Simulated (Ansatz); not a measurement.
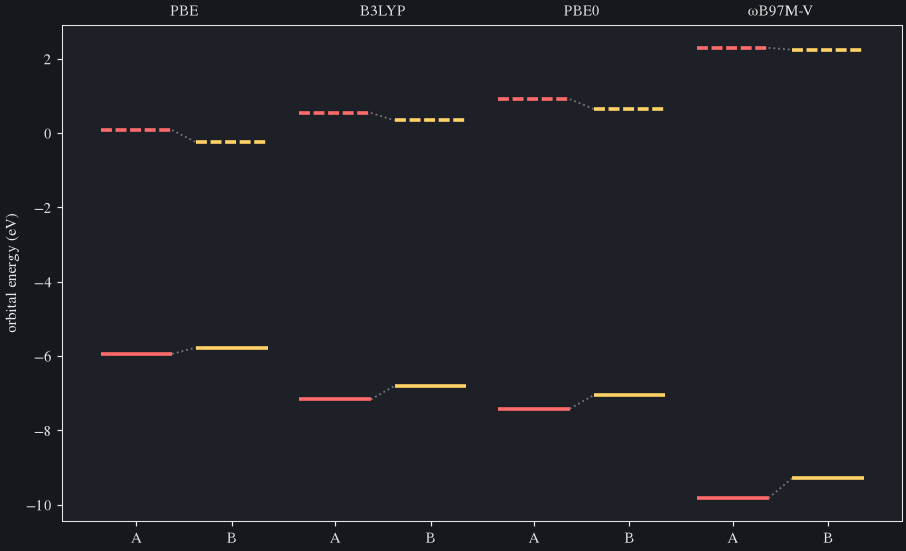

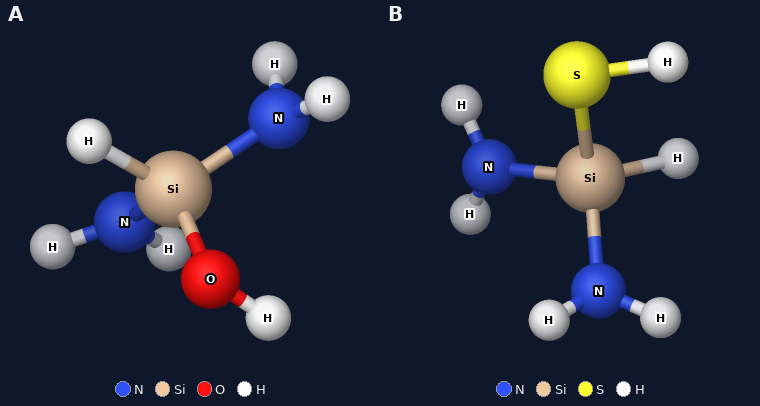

One change: A, SiN₂H₆O (SMILES N[SiH](N)O), becomes B, SiN₂H₆S (SMILES N[SiH](N)S). OH on Si is replaced by SH. HOMO (solid) and LUMO (dashed) computed in def2-TZVPP at PBE0-D4/def2-TZVP geometries, both minima by their frequencies, gas phase, the Ansatz code 0.2.0. Empty levels above zero depend strongly on the basis.

> What does the change do to HOMO and LUMO?

PBE: the HOMO rises by 0.17 eV, the LUMO falls by 0.32 eV, and the separation goes from 6.02 to 5.53 eV. B3LYP: the HOMO rises by 0.37 eV, the LUMO falls by 0.20 eV, and the separation goes from 7.71 to 7.14 eV. PBE0: the HOMO rises by 0.36 eV, the LUMO falls by 0.27 eV, and the separation goes from 8.33 to 7.70 eV. ωB97M-V: the HOMO rises by 0.54 eV, the LUMO falls by 0.05 eV, and the separation goes from 12.11 to 11.52 eV.

> Do the functionals agree on the effect?

They agree on the direction for both levels; the HOMO shift lies between 0.17 and 0.54 eV and the LUMO shift between −0.32 and −0.05 eV, while the separations themselves differ by up to 6.1 eV between functionals.
